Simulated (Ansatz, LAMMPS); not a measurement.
# N in place of O at several sites of glassy 67P2O5-20BaO-13Al2O3 (mol %) (86 atoms), part 2 of 3

Aim: make N in place of O at several sites of glassy 67P2O5-20BaO-13Al2O3 (mol %) (86 atoms), relax each, and compare their energies.

Ansatz 0.2.0; Kohn-Sham DFT, PBE, PAW (set soft_1), plane waves.

The cell: 20 P, 3 Ba, 4 Al and 59 O. The quench rate of 20 K/ps is orders of magnitude faster than experiment. The network of bonds at the start is that of the classical potential that made the cell. The Brillouin zone is sampled at Γ only, in a cell whose shortest periodic width is 11 Å. The levels lack spin–orbit coupling.

So far. Step 2 (Single point at the start): The r.m.s. force at the start is 1.2 eV/Å. Step 3 (Relaxation): The relaxation converged after 23 steps, 9.03 eV below its start, with a largest force component of 0.043 eV/Å.

## Step 4: Single point at the relaxed geometry

The electronic structure is read at the final geometry, in a run of its own.

Contents of input.yaml:

```yaml
crystal:
  lattice:
    - [10.77141, 0.0, 0.0]
    - [0.0, 10.77141, 0.0]
    - [0.0, 0.0, 10.77141]
  atoms:
    - { symbol: P, position: [0.08688, 0.69043, 0.23217] }
    - { symbol: P, position: [0.82882, 0.09473, 0.78136] }
    - { symbol: P, position: [0.238, 0.9614, 0.44283] }
    - { symbol: P, position: [0.13438, 0.19509, 0.0367] }
    - { symbol: P, position: [0.20227, 0.96705, 0.88229] }
    - { symbol: P, position: [0.00504, 0.35483, 0.44124] }
    [... 74 atom lines left out ...]
    - { symbol: O, position: [0.92734, 0.94247, 0.10962] }
    - { symbol: O, position: [0.82638, 0.24081, 0.77015] }
    - { symbol: O, position: [0.98972, 0.61948, 0.16218] }
    - { symbol: O, position: [0.70022, 0.04183, 0.75963] }
    - { symbol: O, position: [0.17078, 0.63487, 0.59251] }
    - { symbol: O, position: [0.93058, 0.05182, 0.69554] }
kpoints:
  mp_grid: { grid: [1, 1, 1] }
hamiltonian:
  xc: pbe
  pseudopotentials: { kind: paw, azcp: { folder: soft_1 } }
scf:
  occupations: { method: fixed }
output:
  forces: true
  stress: true
  populations: true
  dos:
    method: { smearing: { sigma: 0.15 } }
    de: 0.1
    projected: { site_lists: { Al: [Al], Ba: [Ba], O: [O], P: [P] } }
  eigenvalues: true
  write_density: true
  write_potential: true
  volumetric_format: npy
```

The run is started by

```
$ ansatz run input.yaml --threads 4 --pin off --max-ram 8192MiB --backend cpu --events-out ev --progress --plain --runs-dir out
```

Numbers of over 12 decimals in the logs are rounded to 6 here.

The log of the run:

```text
[...]
Crystal: 86 atoms, lattice volume = 1249.734 Å³
Basis set: ecut = 420 eV, 24303 PW (Γ), exchange–correlation on 144×144×144 points (8 copies of the dense FFT grid, shifted against one another)
Bands: 334, of which v1, the nominal top of the filled ones, is band 248 counted from 1 (247 counted from 0)
Symmetry: 1 space group operations
[...]
k-points: 1
[...]
SCF iter   1: F=—  HF=-68694.471036 eV  |F-HF|=—  |Δ(HF+E_count)|=         —  Δρ=1.11e-1  dr2=1.78e2  ethr=3.10e-3  ⟨swp⟩=8.0  Hψ=1349  notcnv=0  defer=84
[...]
SCF iter  13: F=-68640.371569 eV  HF=-68640.371569 eV  |F-HF|=7.17e-9  |Δ(HF+E_count)|=   3.12e-8  Δρ=1.11e-6  dr2=1.42e-8  ethr=2.02e-11  ⟨swp⟩=34.0  Hψ=4571  notcnv=0
SCF 1 converged in 13 iterations: F = -68640.371569 eV  dr2 = 1.42e-8
[...]
SCF converged after 13 iterations
Free energy (F): -68640.371569 eV
[...]
Internal energy: -68640.371569 eV  (E = F + TS)
E sigma→0 (E₀):  -68640.371569 eV
Fermi energy:    3.267811 eV
[...]
--- Forces (eV/Å), atoms counted from 1 ---
  atom   1  P      0.00188220    -0.02206582     0.00293733
  atom   2  P     -0.00343817    -0.00077242     0.01302999
  atom   3  P     -0.02127763    -0.01499854     0.00084533
  atom   4  P     -0.01039590    -0.00663653     0.00468915
  atom   5  P      0.00457647    -0.00272078     0.00969496
  atom   6  P      0.00626445    -0.00368856     0.01493839
  atom   7  P     -0.00767853    -0.01646212    -0.01924400
  atom   8  P     -0.00908851     0.00416926     0.00684342
  atom   9  P      0.00133718    -0.04174075    -0.01803271
  atom  10  P      0.00420032     0.00949826    -0.02191706
  atom  11  P     -0.00092145     0.01538883    -0.02195461
  atom  12  P     -0.00078672     0.00454377    -0.00041698
  atom  13  P     -0.00885168     0.00058787     0.01033880
  atom  14  P      0.01933340     0.00879166     0.00310730
[...]
atom  85  O     -0.00148837    -0.00568307    -0.01046528
  atom  86  O     -0.00692406     0.00377256    -0.00628835
  max |Σ_I F_I| component: 3.06e-5 eV/Å
--- Stress (GPa, compression-positive) ---
        0.842309      -0.478010      -1.284955
       -0.478012       0.850932       1.126129
       -1.284955       1.126130       0.995421
  P = ⅓ Tr σ = 0.8962 GPa (8.962 kbar)
--- Band table (eV) ---
[...]
--- Löwdin populations: 86 sites ---
  site symbol       q [e]
     0      P      2.8800
     1      P      2.8373
     2      P      2.9050
[...]
85      O      6.7580
  spilling = 0.016724 (of n_electrons = 496.000000)
```

It took 28 s on 4 threads of Arm Neoverse V1, shared host; peak memory 1.5 GiB; 1.8 min of CPU time.

The run gave:

* free energy: -68640.3716 eV
* free energy per atom: -798.1439 eV/atom
* SCF cycles: 13
* pressure: 0.8962 GPa
* r.m.s. force component: 0.00993 eV/Å
* longest force: 0.04584 eV/Å
* Fermi energy: 3.268 eV
* gap (highest filled to lowest empty level): 3.999 eV
* spilling of the projection: 0.01672

## Step 5: N on a site of O, site O66

The site has 1 bonded neighbour (P) at 1.46 Å on average, by cutoffs that count no bonds between two metal atoms or like ions. The change is made in the relaxed cell and the atoms are relaxed again, with spin allowed.

Contents of input.yaml:

```yaml
crystal:
  lattice:
    - [10.77141, 0.0, 0.0]
    - [0.0, 10.77141, 0.0]
    - [0.0, 0.0, 10.77141]
  atoms:
    [... atom lines 1 to 62 left out ...]
    - { symbol: O, position: [0.90926, 0.45246, 0.41248] }
    - { symbol: O, position: [0.45016, 0.21411, 0.63962] }
    - { symbol: O, position: [0.05598, 0.82065, 0.27005] }
    - { symbol: "N", position: [0.04412, 0.25483, 0.3587], spin: 0.6 }
    - { symbol: O, position: [0.83878, 0.83048, 0.91763] }
    - { symbol: O, position: [0.64014, 0.34652, 0.2887] }
    - { symbol: O, position: [0.92859, 0.018, 0.34862] }
    [... atom lines 70 to 86 left out ...]
magnetization:
  spin_polarized: true
kpoints:
  mp_grid: { grid: [1, 1, 1] }
hamiltonian:
  xc: pbe
  pseudopotentials: { kind: paw, azcp: { folder: soft_1 } }
scf:
  occupations: { method: fermi_dirac, width: 0.025 }
  lower_state_search: "off"
output:
  forces: true
  eigenvalues: true
relax:
  f_tol: 0.05
  max_steps: 90
```

The log of the run:

```text
[...]
Crystal: 86 atoms, lattice volume = 1249.734 Å³
Basis set: ecut = 420 eV, 24303 PW (Γ), exchange–correlation on 144×144×144 points (8 copies of the dense FFT grid, shifted against one another)
Bands: 335, of which v1, the nominal top of the filled ones, is band 248 counted from 1 (247 counted from 0)
Symmetry: 1 space group operations
[...]
k-points: 1
[...]
Starting moments: Σ|m| = 1.2 μB on 2 of 86 sites
[...]
SCF iter   1: F=—  HF=-68509.705101 eV  |F-HF|=—  |Δ(HF+E_count)|=         —  Δρ=5.73e-2 (↑5.52e-2 ↓5.73e-2)  dr2=1.94e2  dr2_m=2.57e-1  M=0.009 μB ∫|m|=0.176 μB  β_m=0.30  ethr=3.10e-3  ⟨swp⟩=14.0  Hψ=4818  notcnv=0  defer=68
[...]
spin=Collinear: Resta preconditioning applied to the charge; magnetization (m = ρ↑ − ρ↓) channel mixes plain (no charge-response kernel on spin).
SCF iter   2: F=—  HF=-68470.862902 eV  |F-HF|=—  |Δ(HF+E_count)|=    3.88e1  Δρ=2.95e-2 (↑2.84e-2 ↓2.95e-2)  dr2=5.81e1  dr2_m=2.73e-1  M=1.000 μB ∫|m|=1.030 μB  β_m=0.30  ethr=3.10e-3  ⟨swp⟩=3.0  Hψ=1266  notcnv=0  defer=162
[...]
SCF iter   8: F=—  HF=-68453.482102 eV  |F-HF|=—  |Δ(HF+E_count)|=   1.79e-2  Δρ=1.14e-3 (↑1.09e-3 ↓1.14e-3)  dr2=3.28e-3  dr2_m=1.34e-2  M=1.000 μB ∫|m|=1.060 μB  β_m=0.30  ethr=3.22e-6  ⟨swp⟩=2.0  Hψ=1062  notcnv=0  defer=156
[...]
spin-set hold released at iteration 8 (site moments contracting): the magnetisation degrees of freedom join the quasi-Newton model from the next iteration; the mixer history was flushed
SCF iter   9: F=—  HF=-68453.489580 eV  |F-HF|=—  |Δ(HF+E_count)|=   7.48e-3  Δρ=8.82e-4 (↑8.21e-4 ↓8.82e-4)  dr2=2.16e-3  dr2_m=7.80e-3  M=1.000 μB ∫|m|=1.061 μB  β_m=0.65  ethr=6.62e-7  ⟨swp⟩=3.0  Hψ=909  notcnv=0  defer=156
[...]
SCF iter  15: F=-68453.501224 eV  HF=-68453.501231 eV  |F-HF|=7.38e-6  |Δ(HF+E_count)|=   4.74e-6  Δρ=1.79e-5 (↑1.51e-5 ↓1.79e-5)  dr2=1.04e-5  dr2_m=2.87e-7  M=1.000 μB ∫|m|=1.071 μB  ethr=5.37e-9  ⟨swp⟩=5.0  Hψ=2641  notcnv=0
SCF 1 converged in 15 iterations: F = -68453.501224 eV  dr2 = 1.04e-5
[...]
relax step   1: F+E_penalty+E_count = -68453.50122394 eV  Δ(F+E_penalty+E_count) = +0.000e0 eV  max|allowed force component| = 4.487e0 eV/Å  Δτ_max = 0.0000 Å  (15 SCF iters, dr2 threshold 6.25e-5 eV, accepted)
[... from here on, the SCF cycles and remarks between the steps are left out ...]
relax step   2: F+E_penalty+E_count = -68453.76082888 eV  Δ(F+E_penalty+E_count) = -2.596e-1 eV  max|allowed force component| = 2.216e0 eV/Å  Δτ_max = 0.0529 Å  (8 SCF iters, dr2 threshold 1.00e-4 eV, accepted)
relax step   3: F+E_penalty+E_count = -68453.85326047 eV  Δ(F+E_penalty+E_count) = -9.243e-2 eV  max|allowed force component| = 4.491e-1 eV/Å  Δτ_max = 0.1185 Å  (8 SCF iters, dr2 threshold 1.00e-4 eV, accepted)
relax step   4: F+E_penalty+E_count = -68453.81416686 eV  Δ(F+E_penalty+E_count) = +3.909e-2 eV  max|allowed force component| = 6.803e-1 eV/Å  Δτ_max = 0.1877 Å  (10 SCF iters, dr2 threshold 1.26e-5 eV, rejected (line search))
relax step   5: F+E_penalty+E_count = -68453.89347872 eV  Δ(F+E_penalty+E_count) = -4.022e-2 eV  max|allowed force component| = 1.740e-1 eV/Å  Δτ_max = 0.0821 Å  (12 SCF iters, accepted)
relax step   6: F+E_penalty+E_count = -68453.89728023 eV  Δ(F+E_penalty+E_count) = -3.802e-3 eV  max|allowed force component| = 1.029e-1 eV/Å  Δτ_max = 0.0264 Å  (10 SCF iters, accepted)
relax step   7: F+E_penalty+E_count = -68453.90404247 eV  Δ(F+E_penalty+E_count) = -6.762e-3 eV  max|allowed force component| = 1.051e-1 eV/Å  Δτ_max = 0.0735 Å  (11 SCF iters, accepted)
relax step   8: F+E_penalty+E_count = -68453.90885397 eV  Δ(F+E_penalty+E_count) = -4.812e-3 eV  max|allowed force component| = 1.114e-1 eV/Å  Δτ_max = 0.0810 Å  (9 SCF iters, dr2 threshold 3.87e-6 eV, accepted)
relax step   9: F+E_penalty+E_count = -68453.91266664 eV  Δ(F+E_penalty+E_count) = -3.813e-3 eV  max|allowed force component| = 9.782e-2 eV/Å  Δτ_max = 0.0592 Å  (8 SCF iters, dr2 threshold 1.24e-5 eV, accepted)
relax step  10: F+E_penalty+E_count = -68453.91661676 eV  Δ(F+E_penalty+E_count) = -3.950e-3 eV  max|allowed force component| = 8.951e-2 eV/Å  Δτ_max = 0.0422 Å  (8 SCF iters, dr2 threshold 7.37e-6 eV, accepted)
relax step  11: F+E_penalty+E_count = -68453.91936675 eV  Δ(F+E_penalty+E_count) = -2.750e-3 eV  max|allowed force component| = 1.240e-1 eV/Å  Δτ_max = 0.0333 Å  (9 SCF iters, dr2 threshold 6.17e-6 eV, accepted)
relax step  12: F+E_penalty+E_count = -68453.92252274 eV  Δ(F+E_penalty+E_count) = -3.156e-3 eV  max|allowed force component| = 1.257e-1 eV/Å  Δτ_max = 0.0285 Å  (8 SCF iters, dr2 threshold 1.29e-5 eV, accepted)
relax step  13: F+E_penalty+E_count = -68453.92534693 eV  Δ(F+E_penalty+E_count) = -2.824e-3 eV  max|allowed force component| = 9.038e-2 eV/Å  Δτ_max = 0.0219 Å  (6 SCF iters, dr2 threshold 1.58e-5 eV, accepted)
relax step  14: F+E_penalty+E_count = -68453.92887335 eV  Δ(F+E_penalty+E_count) = -3.526e-3 eV  max|allowed force component| = 6.530e-2 eV/Å  Δτ_max = 0.0246 Å  (8 SCF iters, dr2 threshold 4.22e-6 eV, accepted)
relax step  15: F+E_penalty+E_count = -68453.93190535 eV  Δ(F+E_penalty+E_count) = -3.032e-3 eV  max|allowed force component| = 7.893e-2 eV/Å  Δτ_max = 0.0414 Å  (11 SCF iters, accepted)
relax step  16: F+E_penalty+E_count = -68453.93405499 eV  Δ(F+E_penalty+E_count) = -2.150e-3 eV  max|allowed force component| = 5.932e-2 eV/Å  Δτ_max = 0.0346 Å  (7 SCF iters, dr2 threshold 3.25e-6 eV, accepted)
relax step  17: F+E_penalty+E_count = -68453.93608966 eV  Δ(F+E_penalty+E_count) = -2.035e-3 eV  max|allowed force component| = 5.886e-2 eV/Å  Δτ_max = 0.0355 Å  (8 SCF iters, accepted)
relax step  18: F+E_penalty+E_count = -68453.93728793 eV  Δ(F+E_penalty+E_count) = -1.198e-3 eV  max|allowed force component| = 7.383e-2 eV/Å  Δτ_max = 0.0213 Å  (10 SCF iters, accepted)
relax step  19: F+E_penalty+E_count = -68453.93868824 eV  Δ(F+E_penalty+E_count) = -1.400e-3 eV  max|allowed force component| = 5.337e-2 eV/Å  Δτ_max = 0.0150 Å  (6 SCF iters, dr2 threshold 5.37e-6 eV, accepted)
relax step  20: F+E_penalty+E_count = -68453.94017897 eV  Δ(F+E_penalty+E_count) = -1.491e-3 eV  max|allowed force component| = 6.335e-2 eV/Å  Δτ_max = 0.0366 Å  (11 SCF iters, accepted)
relax step  21: F+E_penalty+E_count = -68453.94151344 eV  Δ(F+E_penalty+E_count) = -1.334e-3 eV  max|allowed force component| = 6.035e-2 eV/Å  Δτ_max = 0.0122 Å  (10 SCF iters, accepted)
relax step  22: F+E_penalty+E_count = -68453.93669695 eV  Δ(F+E_penalty+E_count) = +4.816e-3 eV  max|allowed force component| = 1.361e-1 eV/Å  Δτ_max = 0.0917 Å  (10 SCF iters, dr2 threshold 3.31e-6 eV, rejected (line search))
relax step  23: F+E_penalty+E_count = -68453.94406100 eV  Δ(F+E_penalty+E_count) = -2.548e-3 eV  max|allowed force component| = 3.030e-2 eV/Å  Δτ_max = 0.0447 Å  (9 SCF iters, accepted)
relax step  24: F+E_penalty+E_count = -68453.94539118 eV  Δ(F+E_penalty+E_count) = -1.330e-3 eV  max|allowed force component| = 4.589e-2 eV/Å  Δτ_max = 0.0565 Å  (11 SCF iters, accepted)
relax step  25: F+E_penalty+E_count = -68453.94671980 eV  Δ(F+E_penalty+E_count) = -1.329e-3 eV  max|allowed force component| = 1.141e-1 eV/Å  Δτ_max = 0.0673 Å  (11 SCF iters, accepted)
relax step  26: F+E_penalty+E_count = -68453.94826229 eV  Δ(F+E_penalty+E_count) = -1.542e-3 eV  max|allowed force component| = 1.239e-1 eV/Å  Δτ_max = 0.0320 Å  (5 SCF iters, dr2 threshold 1.30e-5 eV, accepted)
relax step  27: F+E_penalty+E_count = -68453.95081447 eV  Δ(F+E_penalty+E_count) = -2.552e-3 eV  max|allowed force component| = 1.936e-1 eV/Å  Δτ_max = 0.1018 Å  (7 SCF iters, dr2 threshold 1.54e-5 eV, accepted)
relax step  28: F+E_penalty+E_count = -68453.95285076 eV  Δ(F+E_penalty+E_count) = -2.036e-3 eV  max|allowed force component| = 1.620e-1 eV/Å  Δτ_max = 0.0235 Å  (4 SCF iters, dr2 threshold 3.75e-5 eV, accepted)
relax step  29: F+E_penalty+E_count = -68453.95477932 eV  Δ(F+E_penalty+E_count) = -1.929e-3 eV  max|allowed force component| = 3.070e-1 eV/Å  Δτ_max = 0.2000 Å  (10 SCF iters, dr2 threshold 1.84e-5 eV, accepted)
relax step  30: F+E_penalty+E_count = -68453.97166105 eV  Δ(F+E_penalty+E_count) = -1.688e-2 eV  max|allowed force component| = 1.200e-1 eV/Å  Δτ_max = 0.0763 Å  (7 SCF iters, dr2 threshold 6.60e-5 eV, accepted)
relax step  31: F+E_penalty+E_count = -68453.97601297 eV  Δ(F+E_penalty+E_count) = -4.352e-3 eV  max|allowed force component| = 9.734e-2 eV/Å  Δτ_max = 0.0250 Å  (10 SCF iters, accepted)
relax step  32: F+E_penalty+E_count = -68453.98054083 eV  Δ(F+E_penalty+E_count) = -4.528e-3 eV  max|allowed force component| = 8.731e-2 eV/Å  Δτ_max = 0.0566 Å  (9 SCF iters, accepted)
relax step  33: F+E_penalty+E_count = -68453.98346711 eV  Δ(F+E_penalty+E_count) = -2.926e-3 eV  max|allowed force component| = 9.155e-2 eV/Å  Δτ_max = 0.0459 Å  (6 SCF iters, dr2 threshold 5.02e-6 eV, accepted)
relax step  34: F+E_penalty+E_count = -68453.97426318 eV  Δ(F+E_penalty+E_count) = +9.204e-3 eV  max|allowed force component| = 1.811e-1 eV/Å  Δτ_max = 0.0858 Å  (8 SCF iters, dr2 threshold 6.74e-6 eV, rejected (line search))
relax step  35: F+E_penalty+E_count = -68453.98746705 eV  Δ(F+E_penalty+E_count) = -4.000e-3 eV  max|allowed force component| = 5.397e-2 eV/Å  Δτ_max = 0.0417 Å  (10 SCF iters, accepted)
relax step  36: F+E_penalty+E_count = -68453.98772541 eV  Δ(F+E_penalty+E_count) = -2.584e-4 eV  max|allowed force component| = 3.362e-2 eV/Å  Δτ_max = 0.0141 Å  (10 SCF iters, accepted)
SCF converged after 10 iterations
Magnetization: 1.0000 μB (248.0000 up, 247.0000 down)
Absolute magnetization: 1.0806 μB (∫|ρ↑−ρ↓|, with the PAW one-centre terms)
[...]
Per-site moments (μB) at R_I (Å): [(-1.502155587375598e-5, 0.618186), (-9.619482036654825e-6, 0.621889), (4.7536498861029725e-6, 0.608758), (3.493729401518572e-5, 0.617225), (1.4861723105368135e-6, 0.604142), [...]
Free energy (F): -68453.987725 eV
[...]
Internal energy: -68453.987725 eV  (E = F + TS)
E sigma→0 (E₀):  -68453.987725 eV
Fermi energy:    4.693158 eV
[...]
--- Forces (eV/Å), atoms counted from 1 ---
  atom   1  P      0.01312917    -0.00066092     0.00618052
  atom   2  P     -0.00040742    -0.00163604    -0.00075963
  atom   3  P     -0.00868826     0.02332744    -0.00088210
  atom   4  P      0.01774532    -0.01773771     0.02793975
  atom   5  P      0.00311874     0.00721232     0.00820797
  atom   6  P     -0.01354017     0.00486510     0.01592540
  atom   7  P     -0.00319525    -0.00333426    -0.00524700
  atom   8  P     -0.00204781    -0.00065696     0.00622031
  atom   9  P      0.00327449     0.00649952     0.01577315
  atom  10  P     -0.00644035    -0.01216956     0.00120816
  atom  11  P     -0.01260441    -0.01455751    -0.00911577
  atom  12  P      0.00102680     0.03304574     0.00082273
  atom  13  P      0.00037430    -0.02336409    -0.01483293
  atom  14  P      0.03222572    -0.00058269    -0.00326638
[...]
atom  85  O      0.00831609     0.00902379     0.00317378
  atom  86  O      0.00750787    -0.00248126     0.00022987
  max |Σ_I F_I| component: 2.18e-5 eV/Å
--- Band table (eV) ---
[...]
--- Relaxed structure (36 steps of the walk, 33 accepted, 0 SCFs on fresh bases) ---
  F+E_penalty+E_count = -68453.98772541 eV   max|allowed force component| = 3.362e-2 eV/Å
  atoms:
    - { symbol: P, position: [0.081571, 0.684867, 0.231750] }
    - { symbol: P, position: [0.836166, 0.090941, 0.780225] }
    - { symbol: P, position: [0.243184, 0.947258, 0.430888] }
    - { symbol: P, position: [0.132813, 0.193993, 0.043842] }
[...]
- { symbol: O, position: [0.938487, 0.052777, 0.692682] }
```

Wall time 20 min (4 threads); peak memory 2.6 GiB.

The relaxation converged after 36 steps, 0.487 eV below its start, with a largest force component of 0.034 eV/Å.

The surroundings of the N atom, after relaxation, nearest first, numbered as they follow in the input and with coordinates relative to it.

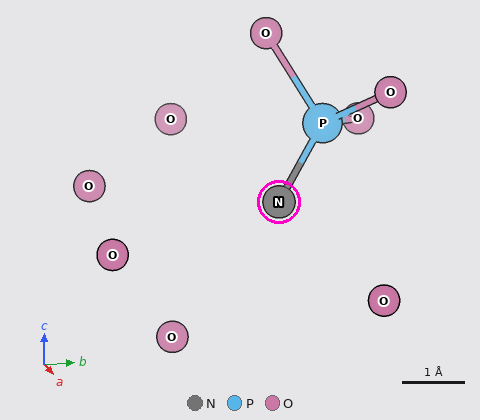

The atoms of the table, within 3.4 Å (arrows a, b, c point along x, y, z); some may hide others; the central atom is ringed.

```tsv
atom	x	y	z	distance (Å)	bonds	moment (μB)
N66	0.00	0.00	0.00	0.00	1	0.46
P6	-0.70	0.90	1.08	1.57	4	0.00
O46	0.52	1.74	1.87	2.60	2	0.04
O63	-1.89	1.79	0.79	2.72	2	0.04
O62	-1.15	0.06	2.53	2.78	2	0.00
O51	0.00	-1.78	-2.16	2.80	2	0.00
O69	-1.44	-2.82	0.07	3.16	2	0.00
O45	2.94	1.04	-0.95	3.26	1	0.00
O30	-3.14	-1.04	0.63	3.37	2	0.00
O48	1.32	-3.10	-0.34	3.39	2	0.00
```

The column of bonds counts only the pairs O-P within 2.08 Å, O-Al within 2.27 Å, O-Ba within 3.29 Å, P-N within 1.98 Å; other neighbours, such as metal atoms beside each other in a compound, aren't counted, and periodic images can show an atom twice.

The largest move is 0.71 Å, by O64.

## Step 6: N on a site of O, site O42

The site has 3 bonded neighbours (Ba2P) at 2.39 Å on average. 

Input and log are left out; they have the form of those shown for this kind of step.

Wall time 5.2 min (4 threads of Arm Neoverse V1, shared host); peak memory 2.5 GiB; 20 min of CPU time.

The relaxation converged after 9 steps, 0.223 eV below its start, with a largest force component of 0.049 eV/Å.

## Step 7: N on a site of O, site O69

The site has 2 bonded neighbours (AlP) at 1.64 Å on average. 

Input and log are left out; they have the form of those shown for this kind of step.

It took 6.7 min on 4 threads of Arm Neoverse V1, shared host; peak memory 2.5 GiB.

The relaxation converged after 12 steps, 0.327 eV below its start, with a largest force component of 0.037 eV/Å.

The surroundings of the N atom, after relaxation, nearest first, numbered as they follow in the input and with coordinates relative to it.

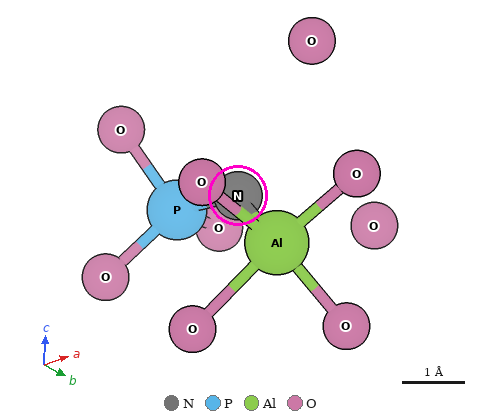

The atoms of the table, within 3.0 Å (arrows a, b, c point along x, y, z); some may hide others; the central atom is ringed.

```tsv
atom	x	y	z	distance (Å)	bonds	moment (μB)
N69	0.00	0.00	0.00	0.00	2	0.41
P17	-1.53	0.24	0.26	1.57	4	0.00
Al26	1.23	-0.36	-1.33	1.85	5	0.00
O66	1.06	2.18	0.05	2.42	1	0.10
O30	-1.86	1.66	0.60	2.57	2	0.02
O49	-2.00	-0.71	1.46	2.58	2	0.02
O55	-2.50	-0.32	-0.92	2.69	2	0.01
O65	1.20	-2.23	-0.98	2.71	2	0.01
O81	-0.07	-0.83	-2.73	2.86	2	0.00
O48	2.81	-0.27	-0.48	2.86	2	0.00
O29	2.13	-0.80	1.90	2.97	2	0.00
O51	1.57	1.08	-2.36	3.03	2	0.00
```

The column of bonds counts only the pairs O-P within 2.08 Å, O-Al within 2.33 Å, O-Ba within 3.29 Å, P-N within 1.98 Å, Al-N within 2.25 Å; other neighbours, such as metal atoms beside each other in a compound, aren't counted, and periodic images can show an atom twice.

The largest move is 0.33 Å, by O46.

(Part 2 of 3 ends here.)

[Logs are printed without paths, hosts, clocks, repeated set-up lines and the standing remarks that a program may print on its own settings, such as how far it seeks lower states.]

[Hosts, paths, dates, database ids (printed as entryN), source tags and the programs' standing remarks are cut or masked in the printed files.]
